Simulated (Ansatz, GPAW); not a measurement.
# HgS (110), 5 units: work function by functional and basis

Wanted: work functions and dipole of HgS (110), 5 units, with the cost of each level. Where a layer proves gapped, the work function hangs on where the smearing puts the Fermi level, and the band edges take its place.

Method: Ansatz plane waves; layer without images along its normal, relaxation of atoms and in-plane cell; PAW set soft_1, in the first sound run; inputs show where later runs differ, in GPAW 26.7.0 and Ansatz 0.2.0.

## Step 1: The starting structure

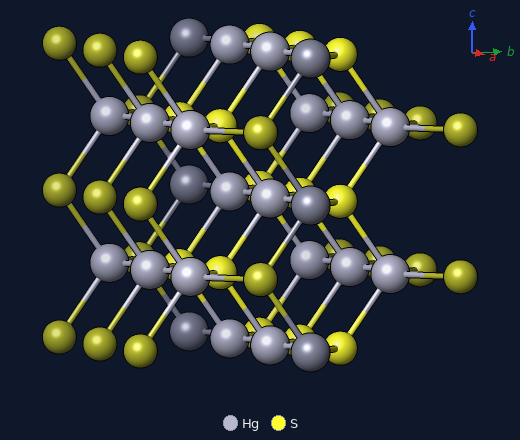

The cell as given, from the side, with the c axis up (mercury light grey, sulfur yellow). 2×1×1 cells are drawn. Some periodic images of atoms are drawn too.

The cell holds 10 atoms: 5 Hg and 5 S. Its edges and angles: a = 4.137 Å, b = 5.850 Å, c = 24.273 Å, α = 90.0°, β = 90.0°, γ = 90.0°. It derives from HgS (zincblende HgS). Vacuum lies along c.

## Step 2: Relaxation

Forces are removed first; all later runs use this geometry.

The input, input.yaml:

```yaml
crystal:
  lattice:
    - [4.13657467, 0.0, 0.0]
    - [0.0, 5.85, 0.0]
    - [0.0, 0.0, 24.2731493399]
  atoms:
    - { symbol: Hg, position: [0.5, 0.5, 0.329582284] }
    - { symbol: S, position: [0.0, 0.75, 0.329582284] }
    - { symbol: Hg, position: [0.0, 0.0, 0.414791142] }
    - { symbol: S, position: [0.5, 0.25, 0.414791142] }
    - { symbol: Hg, position: [0.5, 0.5, 0.5] }
    - { symbol: S, position: [0.0, 0.75, 0.5] }
    - { symbol: Hg, position: [0.0, 0.0, 0.585208858] }
    - { symbol: S, position: [0.5, 0.25, 0.585208858] }
    - { symbol: Hg, position: [0.5, 0.5, 0.670417716] }
    - { symbol: S, position: [0.0, 0.75, 0.670417716] }
  periodic: [true, true, false]
kpoints:
  mp_grid: { grid: [7, 5, 1] }
hamiltonian:
  xc: pbe
  pseudopotentials: { kind: paw, azcp: { folder: soft_1 } }
scf:
  occupations: { method: fermi_dirac, width: 0.05 }
relax:
  f_tol: 0.01
  max_steps: 90
  cell: {}
```

Started as:

```console
$ ansatz run input.yaml --threads 4 --pin off --max-ram 8192MiB --backend cpu --events-out ev --progress --plain --runs-dir out
```

Numbers of over 12 decimals in the logs are rounded to 6 here.

What it wrote:

```text
Warning: crystal.periodic: the lattice vector that does not repeat stood 0.000° off the slab's normal, 24.273 Å along it as the deck builds it. The run solves the slab on a vector along the normal, 40.346 Å long, with every atom where it was (on the deck's vector they left 16.00 Å outside them, and the widest stretch free of ions among them is 2.07 Å). A fractional position that the run reports is one of the run's ce [...]
crystal.periodic: the lattice vector that does not repeat stood 0.000° off the slab's normal, 24.273 Å along it as the deck builds it. The run solves the slab on a vector along the normal, 40.346 Å long, with every atom where it was (on the deck's vector they left 16.00 Å outside them, and the widest stretch free of ions among them is 2.07 Å). A fractional position that the run reports is one of the run's cell, which [...]
Engine: ansatz 0.2.0, x86_64-unknown-linux-gnu
Pseudopotentials: kind: paw
Pseudopotential: Hg, paw, valence charge 20, recommended cutoff 420 eV (normal), soft_1/Hg.paw.azcp
Pseudopotential: S, paw, valence charge 6, recommended cutoff 420 eV (normal), soft_1/S.paw.azcp
Functional definition: PBE
  parameter kappa = 0.804
  parameter beta = 0.066725
  exchange = pbe_x(kappa = kappa, mu = beta*pi^2/3)
  correlation = pbe_c(beta = beta)
Crystal: 10 atoms, lattice volume = 976.339 Å³
Basis set: ecut = 420 eV, 18981 PW (Γ), exchange–correlation on 60×80×540 points (8 copies of the dense FFT grid, shifted against one another)
Bands: 78, of which v1, the nominal top of the filled ones, is band 65 counted from 1 (64 counted from 0)
Symmetry: 4 space group operations
Space group: Pmm2 (ITA 25), of the structure as read, at distance tolerance 9.9e-5 Å
k-points: 12 of 35 (time reversal used)
Non-local potential: Hg, projectors of the file, l = 0: 3, l = 1: 2, l = 2: 2, l = 3: 1
Non-local potential: S, projectors of the file, l = 0: 2, l = 1: 2, l = 2: 1
PAW form: soft (Blöchl's): semilocal exchange-correlation on the pseudo side does not see the compensation charge
PAW one-centre angular grid: Hg, 590 points (default); XC on 64 Gauss nodes
PAW one-centre angular grid: S, 110 points (default); XC on 64 Gauss nodes
Initial density: superposition of atomic densities (neutral atoms: chi_scale 0, normalization atom)
Initial wavefunctions: pseudopotential atomic-orbital guess
Functional: x = pbe(κ = 0.804, μ = 0.219515), c = pbe(β = 0.066725)
SCF iter   1: F=—  HF=-73590.993122 eV  |F-HF|=—  |Δ(HF+E_count)|=         —  Δρ=2.15e-2  dr2=9.59e0  ethr=3.10e-3  ⟨swp⟩=13.8  Hψ=5939  notcnv=0  defer=24
preconditioner: auto → Resta (q_TF=auto, 1.950 Å⁻¹)  ε∞=2.4  [insulator: Δε(μ)=0.345 eV  Ē_g=9.536 eV  σ=0.050 eV  W_gap=0.94  n_scr=124 (ndim 8)  ℏωp=11.3 eV  f_vac=0.715  D(μ)=0.07/eV (n_scr^D=0)  ε∞_Penn≈2.4  vacuum switching on, ρ_ref=6.6e-3 e/Å³]
SCF iter   2: F=—  HF=-73588.227091 eV  |F-HF|=—  |Δ(HF+E_count)|=    2.77e0  Δρ=7.91e-3  dr2=3.95e-1  ethr=3.10e-3  ⟨swp⟩=3.8  Hψ=1915  notcnv=0  defer=84
preconditioner: auto → LDOS  [insulator: Δε(μ)=0.232 eV  Ē_g=9.865 eV  σ=0.050 eV  W_gap=0.82  n_scr=124 (ndim 8)  ℏωp=11.3 eV  f_vac=0.715  D(μ)=0.20/eV (n_scr^D=2)  ε∞_Penn≈2.3  β→1.0]
SCF iter   3: F=—  HF=-73588.138750 eV  |F-HF|=—  |Δ(HF+E_count)|=   8.83e-2  Δρ=2.33e-3  dr2=7.60e-2  ethr=3.04e-4  ⟨swp⟩=4.5  Hψ=2404  notcnv=0  defer=71
SCF iter   4: F=—  HF=-73588.127767 eV  |F-HF|=—  |Δ(HF+E_count)|=   1.10e-2  Δρ=1.02e-3  dr2=2.05e-2  ethr=5.85e-5  ⟨swp⟩=3.2  Hψ=1757  notcnv=0  defer=71
SCF iter   5: F=—  HF=-73588.122761 eV  |F-HF|=—  |Δ(HF+E_count)|=   5.01e-3  Δρ=1.99e-4  dr2=4.55e-4  ethr=1.58e-5  ⟨swp⟩=3.0  Hψ=1634  notcnv=0  defer=71
SCF iter   6: F=—  HF=-73588.122746 eV  |F-HF|=—  |Δ(HF+E_count)|=   1.46e-5  Δρ=7.27e-5  dr2=6.92e-5  ethr=3.50e-7  ⟨swp⟩=3.2  Hψ=1995  notcnv=0  defer=71
SCF iter   7: F=—  HF=-73588.122970 eV  |F-HF|=—  |Δ(HF+E_count)|=   2.24e-4  Δρ=2.59e-5  dr2=1.11e-5  ethr=5.32e-8  ⟨swp⟩=2.9  Hψ=1679  notcnv=0  defer=71
SCF iter   8: F=—  HF=-73588.122971 eV  |F-HF|=—  |Δ(HF+E_count)|=   6.27e-7  Δρ=7.49e-6  dr2=3.71e-7  ethr=8.56e-9  ⟨swp⟩=3.1  Hψ=1633  notcnv=0  defer=71
SCF iter   9: F=-73588.122972 eV  HF=-73588.122972 eV  |F-HF|=1.90e-8  |Δ(HF+E_count)|=   5.89e-7  Δρ=2.41e-6  dr2=7.81e-8  ethr=7.69e-11  ⟨swp⟩=7.0  Hψ=4306  notcnv=0
SCF 1 converged in 9 iterations: F = -73588.122972 eV  dr2 = 7.81e-8
  greatest PAW one-centre occupation: 1.000 electrons in one spin orbital (limit 2), on the Hg atom at site 6 (counted from 0), in its partial waves of l = 0
relax step   1: F+E_penalty+E_count = -73588.12297158 eV  Δ(F+E_penalty+E_count) = +0.000e0 eV  max|allowed force component| = 9.354e-1 eV/Å  Δτ_max = 0.0000 Å  P = +2.308 N/m  Ω = 976.339 Å³  fix = [c, alpha, beta]  reactions: c +0.000 N/m  (9 SCF iters, dr2 threshold 1.00e-7 eV, accepted)
Crystal: 10 atoms, lattice volume = 995.771 Å³
Basis set: ecut = 420 eV, 19331 PW (Γ), exchange–correlation on 60×80×540 points (8 copies of the dense FFT grid, shifted against one another)
Initial density: handed on by an earlier stage of this run
Initial wavefunctions: those handed on with the density
iter 1 solved again at ethr=2.17e-4 eV; its pass at ethr=3.10e-3 eV (dr2=2.82e-1 eV) is discarded
SCF iter   1: F=—  HF=-73588.879283 eV  |F-HF|=—  |Δ(HF+E_count)|=         —  Δρ=4.76e-3  dr2=2.83e-1  ethr=2.17e-4  ⟨swp⟩=5.8  Hψ=5657  notcnv=0  defer=2
preconditioner: auto → Resta (q_TF=auto, 1.943 Å⁻¹)  ε∞=2.3  [insulator: Δε(μ)=0.421 eV  Ē_g=9.803 eV  σ=0.050 eV  W_gap=0.97  n_scr=132 (ndim 8)  ℏωp=11.2 eV  f_vac=0.719  D(μ)=0.03/eV (n_scr^D=0)  ε∞_Penn≈2.3  vacuum switching on, ρ_ref=7.0e-3 e/Å³]
SCF iter   2: F=—  HF=-73588.815002 eV  |F-HF|=—  |Δ(HF+E_count)|=   6.43e-2  Δρ=2.51e-3  dr2=4.56e-2  ethr=2.17e-4  ⟨swp⟩=4.2  Hψ=1699  notcnv=0
SCF iter   3: F=—  HF=-73588.813134 eV  |F-HF|=—  |Δ(HF+E_count)|=   1.87e-3  Δρ=1.16e-3  dr2=1.69e-2  ethr=3.51e-5  ⟨swp⟩=3.2  Hψ=1763  notcnv=0  defer=7
SCF iter   4: F=—  HF=-73588.811349 eV  |F-HF|=—  |Δ(HF+E_count)|=   1.78e-3  Δρ=4.79e-4  dr2=3.05e-3  ethr=1.30e-5  ⟨swp⟩=2.6  Hψ=1255  notcnv=0  defer=6
SCF iter   5: F=—  HF=-73588.811217 eV  |F-HF|=—  |Δ(HF+E_count)|=   1.32e-4  Δρ=1.15e-4  dr2=2.08e-4  ethr=2.35e-6  ⟨swp⟩=2.6  Hψ=1366  notcnv=0  defer=9
SCF iter   6: F=—  HF=-73588.811355 eV  |F-HF|=—  |Δ(HF+E_count)|=   1.39e-4  Δρ=4.50e-5  dr2=2.43e-5  ethr=1.60e-7  ⟨swp⟩=2.9  Hψ=1648  notcnv=0  defer=11
SCF iter   7: F=—  HF=-73588.811366 eV  |F-HF|=—  |Δ(HF+E_count)|=   1.04e-5  Δρ=1.74e-5  dr2=3.96e-6  ethr=1.87e-8  ⟨swp⟩=3.2  Hψ=1820  notcnv=0  defer=11
[...]
SCF 3 converged in 7 iterations: F = -73589.041738 eV  dr2 = 5.51e-7
  greatest PAW one-centre occupation: 1.000 electrons in one spin orbital (limit 2), on the Hg atom at site 8 (counted from 0), in its partial waves of l = 0
relax step   3: F+E_penalty+E_count = -73589.04173765 eV  Δ(F+E_penalty+E_count) = -2.304e-1 eV  max|allowed force component| = 1.733e-1 eV/Å  Δτ_max = 0.1995 Å  P = +0.065 N/m  Ω = 1010.318 Å³  energy of the carried Pulay correction = -1.955e-3 eV  fix = [c, alpha, beta]  reactions: c +0.000 N/m  (7 SCF iters, dr2 threshold 1.00e-6 eV, accepted)
[...]
relax step   4: F+E_penalty+E_count = -73589.05399040 eV  Δ(F+E_penalty+E_count) = -1.225e-2 eV  max|allowed force component| = 2.160e-1 eV/Å  Δτ_max = 0.1219 Å  P = -0.003 N/m  Ω = 1013.937 Å³  energy of the carried Pulay correction = -2.159e-3 eV  fix = [c, alpha, beta]  reactions: c -0.000 N/m  (7 SCF iters, dr2 threshold 1.00e-6 eV, accepted)
[...]
relax step   5: F+E_penalty+E_count = -73589.07109657 eV  Δ(F+E_penalty+E_count) = -1.711e-2 eV  max|allowed force component| = 4.937e-2 eV/Å  Δτ_max = 0.0788 Å  P = +0.035 N/m  Ω = 1020.998 Å³  energy of the carried Pulay correction = -2.556e-3 eV  fix = [c, alpha, beta]  reactions: c +0.000 N/m  (7 SCF iters, dr2 threshold 1.00e-6 eV, accepted)
[...]
relax step   6: F+E_penalty+E_count = -73589.07237900 eV  Δ(F+E_penalty+E_count) = -1.282e-3 eV  max|allowed force component| = 1.814e-2 eV/Å  Δτ_max = 0.0114 Å  P = +0.007 N/m  Ω = 1021.059 Å³  energy of the carried Pulay correction = -2.559e-3 eV  fix = [c, alpha, beta]  reactions: c +0.000 N/m  (6 SCF iters, dr2 threshold 1.52e-7 eV, accepted)
[...]
relax step   7: F+E_penalty+E_count = -73589.07256111 eV  Δ(F+E_penalty+E_count) = -1.821e-4 eV  max|allowed force component| = 3.545e-3 eV/Å  Δτ_max = 0.0071 Å  P = -0.005 N/m  Ω = 1021.262 Å³  energy of the carried Pulay correction = -2.570e-3 eV  fix = [c, alpha, beta]  reactions: c -0.000 N/m  (7 SCF iters, dr2 threshold 2.06e-8 eV, accepted)
Basis set: ecut = 420 eV, 19861 PW (Γ), exchange–correlation on 60×90×540 points (8 copies of the dense FFT grid, shifted against one another)
Initial wavefunctions: pseudopotential atomic-orbital guess (no wavefunctions were taken with the density)
iter 1 solved again at ethr=5.09e-7 eV; its pass at ethr=3.10e-3 eV (dr2=6.62e-4 eV) is discarded
SCF iter   1: F=—  HF=-73589.064398 eV  |F-HF|=—  |Δ(HF+E_count)|=         —  Δρ=1.38e-4  dr2=7.94e-6  ethr=5.09e-7  ⟨swp⟩=6.3  Hψ=10011  notcnv=0
preconditioner: auto → Resta (q_TF=auto, 1.935 Å⁻¹)  ε∞=2.3  [insulator: Δε(μ)=0.503 eV  Ē_g=9.792 eV  σ=0.050 eV  W_gap=0.99  n_scr=132 (ndim 8)  ℏωp=11.0 eV  f_vac=0.725  D(μ)=0.02/eV (n_scr^D=0)  ε∞_Penn≈2.3  vacuum switching on, ρ_ref=7.0e-3 e/Å³]
SCF iter   2: F=—  HF=-73589.071442 eV  |F-HF|=—  |Δ(HF+E_count)|=   7.04e-3  Δρ=6.90e-5  dr2=1.93e-6  ethr=6.11e-9  ⟨swp⟩=4.3  Hψ=2683  notcnv=0
SCF iter   3: F=—  HF=-73589.074826 eV  |F-HF|=—  |Δ(HF+E_count)|=   3.38e-3  Δρ=1.25e-5  dr2=8.71e-7  ethr=1.48e-9  ⟨swp⟩=3.8  Hψ=2102  notcnv=0  defer=2
SCF iter   4: F=—  HF=-73589.075016 eV  |F-HF|=—  |Δ(HF+E_count)|=   1.90e-4  Δρ=3.90e-6  dr2=1.46e-7  ethr=6.70e-10  ⟨swp⟩=3.7  Hψ=1683  notcnv=0  defer=3
SCF iter   5: F=—  HF=-73589.075045 eV  |F-HF|=—  |Δ(HF+E_count)|=   2.89e-5  Δρ=1.14e-6  dr2=4.16e-9  ethr=1.12e-10  ⟨swp⟩=2.4  Hψ=1352  notcnv=0  defer=8
SCF iter   6: F=—  HF=-73589.075050 eV  |F-HF|=—  |Δ(HF+E_count)|=   5.23e-6  Δρ=3.16e-7  dr2=7.38e-10  ethr=3.20e-12  ⟨swp⟩=3.8  Hψ=2027  notcnv=0  defer=8
SCF iter   7: F=—  HF=-73589.075051 eV  |F-HF|=—  |Δ(HF+E_count)|=   6.90e-7  Δρ=9.33e-8  dr2=2.10e-10  ethr=1.00e-12  ⟨swp⟩=2.8  Hψ=1330  notcnv=0  defer=8
SCF iter   8: F=-73589.075051 eV  HF=-73589.075051 eV  |F-HF|=2.34e-8  |Δ(HF+E_count)|=   5.41e-9  Δρ=3.11e-8  dr2=1.43e-11  ethr=1.00e-12  ⟨swp⟩=8.5  Hψ=5871  notcnv=0
SCF 8 converged in 8 iterations: F = -73589.075051 eV  dr2 = 1.43e-11
relax step   8: F+E_penalty+E_count = -73589.07505093 eV  Δ(F+E_penalty+E_count) = -2.490e-3 eV  max|allowed force component| = 3.506e-3 eV/Å  Δτ_max = 0.0000 Å  P = -0.009 N/m  Ω = 1021.262 Å³  fix = [c, alpha, beta]  reactions: c -0.000 N/m  stress off target by 1.91e-2 N/m on what of the cell is left free  SCF on the basis re-selected at this cell (its energy is not comparable with the rows above)  (8 SCF iters)
basis re-selected at this cell: Δ(F+E_penalty+E_count) = -2.490e-3 eV, ΔP = -0.003 N/m vs the last step (what re-selecting the basis moved, of the pressure what is left beyond the Pulay correction that the steps carried, after the strain that the cell walked since its last selection, with what the two solves' SCF thresholds leave and, on support functions, any second-order correction that the steps lacked; it is no measure of the basis error at this ecutwfc). The dense FFT grid was sized anew with the basis: this SCF ran on 30×45×270 points, the steps before it on 30×40×270, so part of this shift can come from that change (see relax.cell in the input reference). [rest of the remark cut]
SCF converged after 8 iterations
Free energy (F): -73589.075051 eV
Harris-Foulkes:  -73589.075051 eV  (|F-HF|=2.34e-8)
Internal energy: -73589.074814 eV  (E = F + TS)
E sigma→0 (E₀):  -73589.074932 eV
Entropy (-TS):   -0.000237 eV (-0.024 meV/atom)
Fermi energy:    -5.316675 eV
--- Per-component energies (eV) ---
  E_band       = -4241.297964
  E_kinetic    = 3392.512194
  E_local      = -427297.985772  (includes V_loc(G=0)·N_el)
  E_nonlocal   = 586.479609
  E_hartree    = 211524.083121
  E_xc         = -1488.999030
  E_vxc        = -1651.564715  (∫ρ·V_xc dr)
  E_paw        = -52825.859054  (= ΣΔE_a)
  E_vpaw       = -2318.906902  (= ΣTr[D̂ρ^β])
  E_aug_tail   = 0.002384  (compensation charges beyond the density's cutoff)
  E_ewald      = 192520.691734
  E_smearing   = -0.000237  (= −TS)
  E_closure    = -0.000000  (closes the sum)
  Σ components = -73589.075051   (vs F -73589.075051, Δ=0.00e0)
--- Forces (eV/Å), atoms counted from 1 ---
  atom   1  Hg    -0.00000000     0.00284881    -0.00169514
  atom   2  S     -0.00000000    -0.00022171     0.00127152
  atom   3  Hg    -0.00000000    -0.00148295    -0.00158178
  atom   4  S      0.00000000    -0.00228914     0.00350592
  atom   5  Hg    -0.00000000    -0.00032384    -0.00000000
  atom   6  S      0.00000000     0.00261351     0.00000000
  atom   7  Hg    -0.00000000    -0.00148295     0.00158178
  atom   8  S      0.00000000    -0.00228914    -0.00350592
  atom   9  Hg    -0.00000000     0.00284881     0.00169514
  atom  10  S     -0.00000000    -0.00022171    -0.00127152
  max |Σ_I F_I| component: 2.97e-7 eV/Å
--- 2D stress c σ (N/m, compression-positive) ---
       -0.019149      -0.000000      -0.000000
       -0.000000       0.001784      -0.000000
       -0.000000      -0.000000      -0.000000
  P = ½ c Tr σ = -0.0087 N/m
--- Relaxed structure (7 steps of the walk, 7 accepted, 1 SCFs on fresh bases) ---
  F+E_penalty+E_count = -73589.07505093 eV   max|allowed force component| = 3.506e-3 eV/Å   (the final SCF, on the basis selected at the relaxed cell)
  cell:  # Å, volume = 1021.2616 Å³
    - [4.209896, 1.9146691570177356e-17, 0]
    - [2.7077510892735203e-17, 6.012595, 0]
    - [0, 0, 40.346299]
  atoms:
    - { symbol: Hg, position: [0.500000, 0.548273, 0.208018] }
    - { symbol: S, position: [2.1729643396374627e-18, 0.745009, 0.192099] }
    - { symbol: Hg, position: [-2.3188994218165318e-18, -0.020311, 0.244995] }
    - { symbol: S, position: [0.500000, 0.232206, 0.249212] }
    - { symbol: Hg, position: [0.500000, 0.494797, 0.300810] }
    - { symbol: S, position: [-1.2132973514273192e-18, 0.744848, 0.300810] }
    - { symbol: Hg, position: [-7.248273298687697e-18, -0.020311, 0.356626] }
    - { symbol: S, position: [0.500000, 0.232206, 0.352408] }
    - { symbol: Hg, position: [0.500000, 0.548273, 0.393602] }
    - { symbol: S, position: [-4.523692050419028e-18, 0.745009, 0.409521] }
```

Run time: 81 s. Hardware: 4 threads of Intel Xeon 6975P-C (Granite Rapids), shared host; peak memory 2.2 GiB.

Step by step:

```csv
step,energy less that of the first step (eV),largest force component (eV/Å),volume (Å³)
1,0.0000,0.9354,976.34
2,-0.6884,0.4642,995.77
3,-0.9188,0.1733,1010.32
4,-0.9310,0.2160,1013.94
5,-0.9481,0.0494,1021.00
6,-0.9494,0.0181,1021.06
7,-0.9496,0.0035,1021.26
8*,-0.9521,0.0035,1021.26
```

Relaxation steps marked * repeat the geometry before them on a plane-wave basis chosen anew for their cell, so energy and pressure can jump there.

The run keeps the 4 symmetry operations that it works with, so distortions that break them were not tested.

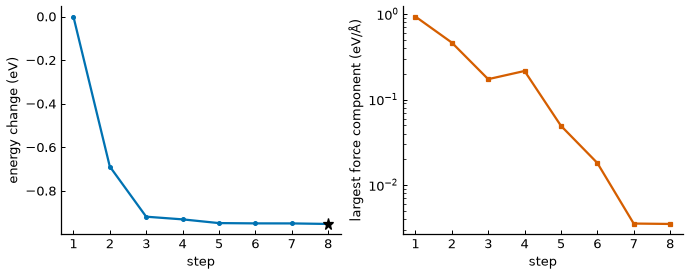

Energy and largest force along the relaxation. Stars mark steps on a basis chosen anew.

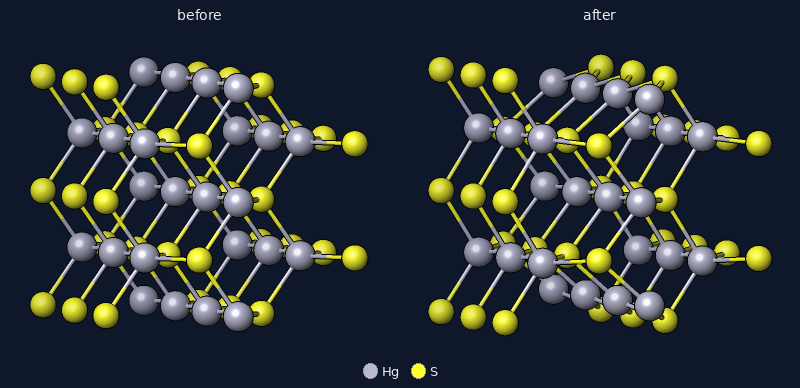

Before and after, at one scale.

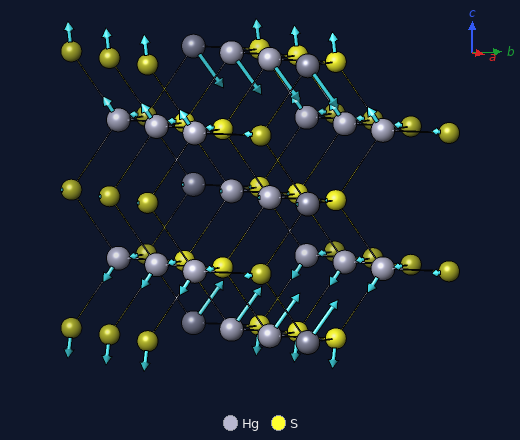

Displacements in the relaxation, exaggerated, measured against the changing cell; the longest in the cell stands for 0.49 Å. 2×1×1 cells are drawn. Some periodic images of atoms are drawn too.

```
cell as run  before  after  change
      a (Å)   4.137  4.210  +1.8 %
      b (Å)   5.850  6.013  +2.8 %
```

The atoms that moved most (Å, along periodic axes as changes of fractional coordinates times the final cell, across vacuum about the mean position):

```csv
atom,dx,dy,dz,length
Hg9,0.000,0.290,-0.393,0.488
Hg1,0.000,0.290,0.393,0.488
S2,0.000,-0.030,-0.250,0.251
S10,0.000,-0.030,0.250,0.251
Hg7,0.000,-0.122,0.184,0.221
Hg3,0.000,-0.122,-0.184,0.221
S8,0.000,-0.107,0.014,0.108
S4,0.000,-0.107,-0.014,0.108
```

Numbers from this step:

| Quantity | Value |
| --- | --- |
| free energy | -73589.0751 eV |
| gap by band count | 0.5037 eV |
| symmetry operations | 4 |

The relaxation lowered the energy of the cell by 0.952 eV.

[end of part 1 of 3]

[Logs are printed without paths, hosts, clocks, repeated set-up lines and the standing remarks that a program may print on its own settings, such as how far it seeks lower states.]

[Hosts, paths, dates, database ids (printed as entryN), source tags and the programs' standing remarks are cut or masked in the printed files.]
